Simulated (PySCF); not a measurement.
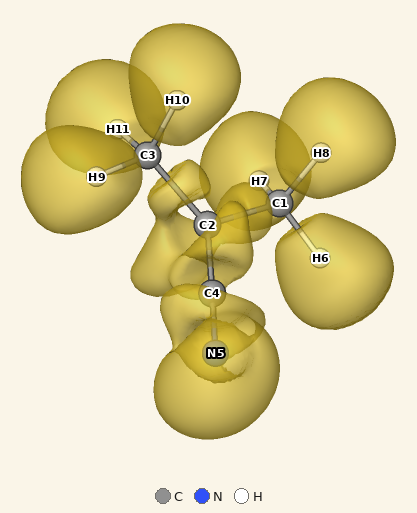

Figure 1: C₄H₆N (charge −1). Isosurface of the electron localisation function at 0.75 (yellow), seen at a tilt. Core shells and regions of very low density are left out.

Geometry: PBE0-D3(BJ)/ma-def2-SVP.

These are results of DFT single point, gas phase, functional wB97X (PySCF), not measurements.

Input file:

```
{"job": {"kind": "sp", "xc": "wB97X", "basis": "ma-def2-TZVP", "d3": "d3bj", "grid": 2}, "charge": -1, "multiplicity": 1}
C      1.337020     0.024382     0.192497
C     -0.135867     0.291580     0.134416
C     -1.004758    -0.851908    -0.291832
C     -0.598845     1.589079     0.024010
N     -1.002502     2.704998    -0.045155
H      1.897703     0.915519     0.520605
H      1.595505    -0.794197     0.899709
H      1.782008    -0.286900    -0.790279
H     -2.070607    -0.569092    -0.302216
H     -0.770163    -1.243286    -1.317762
H     -0.914075    -1.732311     0.381793
```

Command:

```sh
OMP_NUM_THREADS=1 python redox_run.py task.json out
```

**Describe the localisation domains.**

At this value the surface marks out six regions around hydrogen nuclei, one region on C in which the atom's valence shell and bonds are merged and one region on N in which the atom's valence shell and bonds are merged. Along the contacts the grid gives the following. C–N (1.19 Å): the ELF peaks at about 0.85 between the atoms: a short, multiple covalent bond. C–C (1.38 Å): the ELF peaks at about 0.95 between the atoms; a covalent bond.
